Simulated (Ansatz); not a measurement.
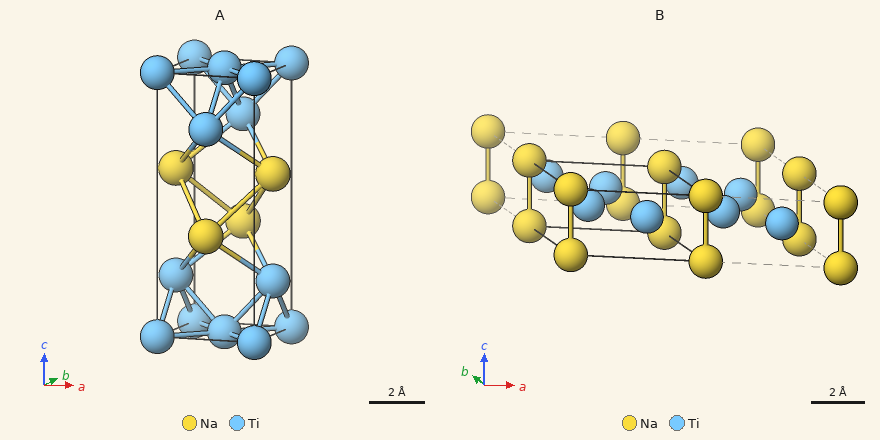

Two structures of NaTi$_{2}$, each relaxed to rest (conventional cells in solid outline, small ones repeated, not to one scale). Method: Ansatz, DFT PBE, scalar-relativistic, plane waves, PAW, without spin polarisation.

Question: Which structures are these?

Answer: A: 6 atoms a cell on a primitive tetragonal lattice, P4/nmm. B: AlB₂ type, P6/mmm.

Question: Which of the two does the method prefer?

Answer: A is lower, by 72 meV/atom at this level of theory (energies at zero smearing). Volumes: A 23.5, B 20.0 Å³/atom.

One or both may be structure types tried for this composition rather than known phases.
